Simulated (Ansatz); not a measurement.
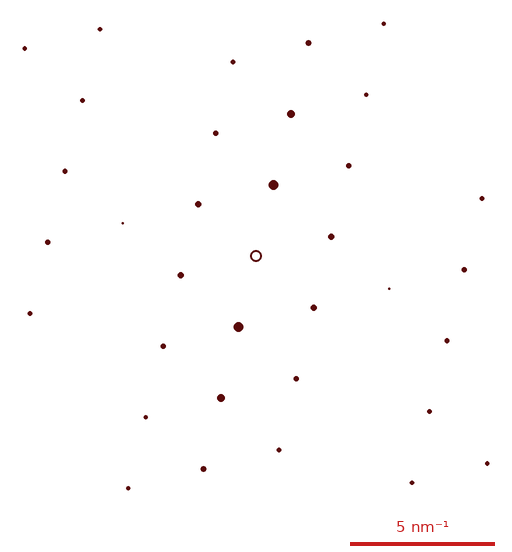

Computed electron diffraction pattern, 80 kV, single scattering only, B = 0.5 Å².

Phase: I, space group Cmce (No. 64), a = 7.85 Å, b = 4.62 Å, c = 9.92 Å. Structure: coordinates from a relaxation at fixed volume with Ansatz 0.2.0, DFT r2SCAN, scalar-relativistic, plane waves, PAW.

> Measure the pattern against the scale bar and name the zone.

The spots form a centred rectangular net whose two shortest vectors correspond to d = 3.92 Å and 3.70 Å, 61.9° apart. They index as 2 0 0 and 1 1 -1, so the zone axis is [011] (or an equivalent direction of <011>). The zone [112] gives nearly the same net, so geometry alone does not settle it; this pattern was computed for [011].
